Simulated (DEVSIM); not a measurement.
Device: abrupt Si n-p junction, at 350 K.

```csv
layer (left to right),material,thickness (μm),Nd (cm⁻³),Na (cm⁻³),τn (s),τp (s)
1,Si,0.760,1.7e16,-,1.1e-7,1.1e-7
2,Si,0.310,-,8.3e17,1.1e-7,1.1e-7
```

Left contact: ohmic. Right contact: ohmic. Voltage is applied to the left contact. Recombination: SRH at mid-gap. Mobility is μmin + (μ − μmin)/(1 + (N/Nref)^α).

Constants are typed, rounded textbook-type inputs, not results; the design itself was drawn at random and stands for no fabricated device. Values at 300 K; Nc and Nv go as T^1.5, mobilities as T to minus their exponent, the gap by Varshni's rule with the affinity fixed.

```csv
parameter,Si
gap (eV),1.124
affinity (eV),4.05
permittivity,11.7
Nc (cm⁻³),2.86e19
Nv (cm⁻³),3.1e19
μn (cm²/Vs),1417
μp (cm²/Vs),470
"μn,min",52
"μp,min",45
"Nref,n",9.7e16
"Nref,p",2.2e17
αn,0.68
αp,0.72
T exponent of μn,2.3
T exponent of μp,2.2
Varshni α (eV/K),0.000473
Varshni β (K),636
```

DEVSIM, 1D drift-diffusion, Boltzmann statistics, complete ionisation; no tunnelling, impact ionisation, image-force lowering or self-heating.

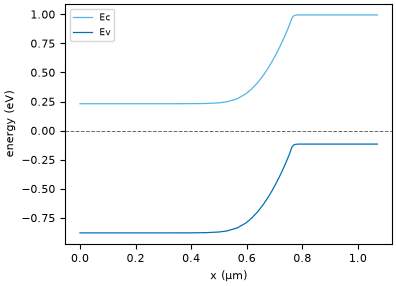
Fig. 1. Band edges at zero bias

Energies count from the Fermi level of the right contact; mesh points crowd at the junctions.

```csv
x (μm),Ec (eV),Ev (eV),n (cm⁻³),p (cm⁻³),field (V/cm)
0.000,0.231,-0.880,1.7e16,8400000,≈ 0
0.01341,0.231,-0.880,1.7e16,8400000,≈ 0
0.03382,0.231,-0.880,1.7e16,8400000,≈ 0
0.06489,0.231,-0.880,1.7e16,8400000,≈ 0
0.1349,0.231,-0.880,1.7e16,8400000,≈ 0
0.2188,0.231,-0.880,1.7e16,8400000,≈ 0
0.3464,0.231,-0.880,1.7e16,8400000,26
0.5291,0.248,-0.863,9.8e15,1.5e7,4500
0.6171,0.356,-0.754,2.7e14,5.3e8,22000
0.6791,0.545,-0.565,5.1e11,2.8e11,39000
0.7157,0.704,-0.406,2.6e9,5.5e13,48000
0.7462,0.865,-0.246,1.3e7,1.1e16,57000
0.7597,0.949,-0.161,770000,1.9e17,73000
0.7717,0.990,-0.121,200000,7.1e17,9700
0.7989,0.995,-0.116,170000,8.3e17,39
0.8299,0.995,-0.116,170000,8.3e17,≈ 0
0.8752,0.995,-0.116,170000,8.3e17,≈ 0
0.9330,0.995,-0.116,170000,8.3e17,≈ 0
0.9997,0.995,-0.116,170000,8.3e17,≈ 0
1.031,0.995,-0.116,170000,8.3e17,≈ 0
1.052,0.995,-0.116,170000,8.3e17,≈ 0
1.070,0.995,-0.116,170000,8.3e17,≈ 0
```
